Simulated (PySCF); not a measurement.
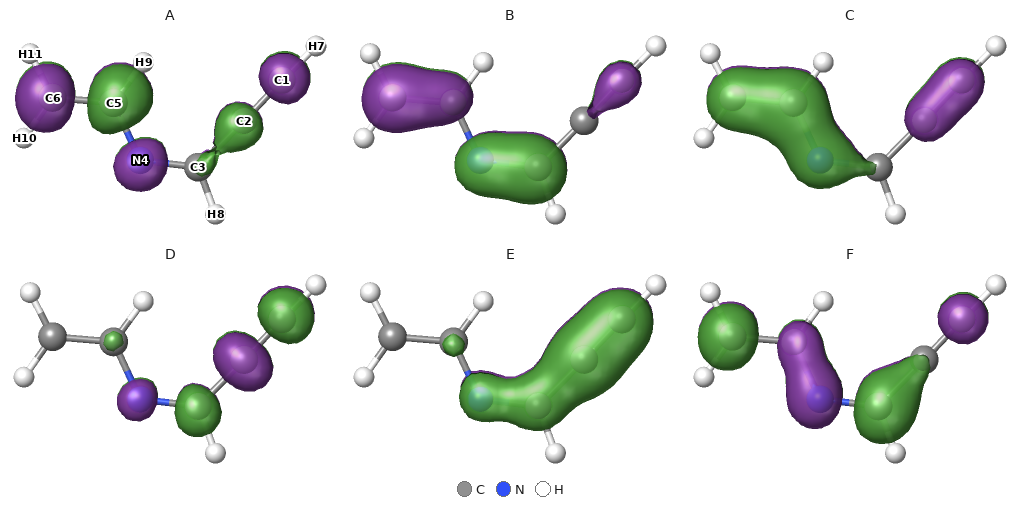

*C₅H₅N, SMILES `C#C/C=N\C=C`. Natural orbitals of the π active space, CASSCF(6,6), singlet state, in random order. The active space holds only one of the two perpendicular π systems.*

PySCF calculation, def2-SVP basis, gas phase; geometry: GFN2-xTB. No frequency check shows the geometry to be a minimum.

The calculation's input:

```python
import numpy as np
from pyscf import gto, scf, dft, mcscf, mrpt
from pyscf.mcscf import avas

def solve(mol, dm0=None, hcore=None):
    mf = scf.ROHF(mol) if mol.spin else scf.RHF(mol)
    mf = mf.density_fit(auxbasis='def2-universal-jkfit')
    mf.conv_tol, mf.max_cycle = 1e-8, 80
    if hcore is not None:
        mf.get_hcore = lambda *args: hcore
    mf.kernel(dm0)
    if not mf.converged:
        mf = mf.newton().run(mf.mo_coeff, mf.mo_occ, max_cycle=30)
    assert mf.converged, 'SCF not converged'
    return mf

mol = gto.M(atom='''
C     -2.49124    -0.82751     0.00000
C     -1.65417     0.03655     0.00000
C     -0.64479     1.03108     0.00000
N      0.61667     0.86172     0.00000
C      1.17525    -0.39591     0.00000
C      2.49872    -0.52854     0.00000
H     -3.24080    -1.56303     0.00000
H     -1.00004     2.05780     0.00000
H      0.51648    -1.26623     0.00000
H      3.13406     0.33998     0.00000
H      2.97097    -1.49465     0.00000
''', basis='def2-svp', charge=0, spin=0, verbose=4)
mf = solve(mol)
ncas, nel, orbs = avas.avas(mf, ['C 2pz', 'N 2pz'], threshold=0.5, openshell_option=3)
print('active space', nel, ncas)
assert 2 <= ncas <= 10, 'active space too large or empty'
mc = mcscf.CASSCF(mf, ncas, nel)
mc.natorb, mc.max_cycle_macro = True, 60
mc.fix_spin_(ss=mol.spin / 2 * (mol.spin / 2 + 1))
mc.kernel(orbs)
occ = mc.mo_occ[mc.ncore:mc.ncore + ncas]
print('natural occupations', occ.round(4))
e2 = mrpt.NEVPT(mc).kernel()
out = dict(c=mc.mo_coeff[:, mc.ncore:mc.ncore + ncas], occ=occ, e=mc.e_tot, e2=e2, ehf=mf.e_tot, ok=mc.converged, nel=nel, w0=abs(mc.ci).max() ** 2, dm=mc.make_rdm1())
# the other spin state at the same geometry
other = mol.copy().set(spin=2).build()
mo = scf.ROHF(other).density_fit(auxbasis='def2-universal-jkfit').run()
na = (nel + other.spin) // 2
m2 = mcscf.CASSCF(mo, ncas, (na, nel - na))
m2.natorb = True
m2.fix_spin_(ss=other.spin / 2 * (other.spin / 2 + 1))
m2.kernel(mc.mo_coeff)
e2o = mrpt.NEVPT(m2).kernel()
print('other state above this one / eV: CASSCF', (m2.e_tot - mc.e_tot) * 27.211386, 'NEVPT2', (m2.e_tot + e2o - mc.e_tot - e2) * 27.211386)
np.savez('result.npz', eo=m2.e_tot, e2o=e2o, oko=m2.converged, occo=m2.mo_occ[mc.ncore:mc.ncore + ncas], co=m2.mo_coeff[:, mc.ncore:mc.ncore + ncas], **out)
```

Command:

```sh
OMP_NUM_THREADS=1 python input.py
```

The run took 50 s on 1 thread of Intel(R) Xeon(R) Processor @ 2.50GHz (Skylake/Cascade Lake), with other jobs on the host, peak memory 0.28 GiB.

### Which orbitals are strongly, which singly and which weakly occupied?

Strongly: E (1.95), C (1.93), B (1.87). Weakly: F (0.13), A (0.07), D (0.05). Broadly, orbitals with more nodes between bonded atoms hold fewer electrons.

### How multiconfigurational is the state?

The leading determinant weighs 0.88; the effective number of unpaired electrons, Σ n²(2−n)², is 0.17; the most occupied of the weakly occupied orbitals holds 0.13 e, as in an ordinary closed-shell π system. The active space lowers the energy by 2.27 eV against Hartree–Fock.

### Where does the lowest triplet lie relative to the singlet, at this geometry and within this active space?

3.20 eV above it by strongly contracted NEVPT2 (+3.19 eV by CASSCF); a small basis tends to put such gaps a few tenths of an eV too high. This is a vertical energy for π states alone; a state that uses lone pairs or σ orbitals may lie lower.
